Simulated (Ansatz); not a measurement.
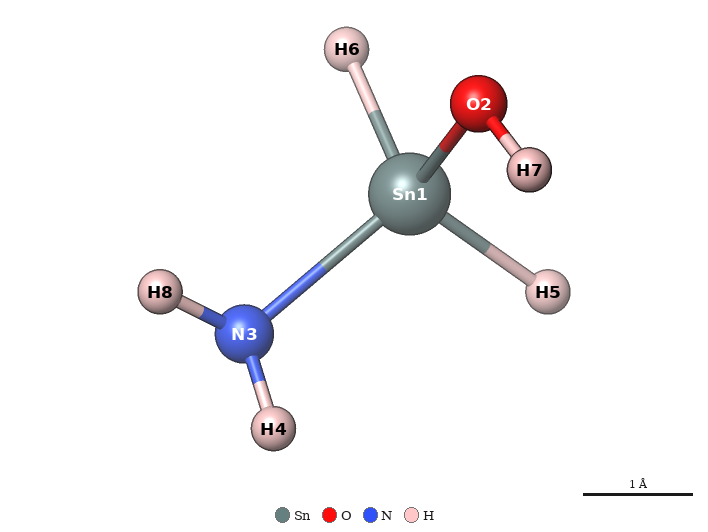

Orthographic view. Distant atoms are faded towards the background colour. Computed geometry: PBE0-D4/def2-TZVP optimisation.

Write a Z-matrix (Å, degrees) in the order of the atom numbers, with these reference atoms: 2 to 1; 3 to 1, 2; 4 to 3, 1, 2; 5 to 1, 2, 3; 6 to 1, 5, 3; 7 to 2, 1, 6; 8 to 3, 4, 1.

```
Sn 
O    1   1.975
N    1   2.018   2   112.2
H    3   1.011   1   114.7   2   -72.8
H    1   1.706   2   109.1   3  -118.1
H    1   1.696   5   117.4   3  -122.5
H    2   0.959   1   113.6   6  -172.8
H    3   1.011   4   108.1   1  -129.0
```
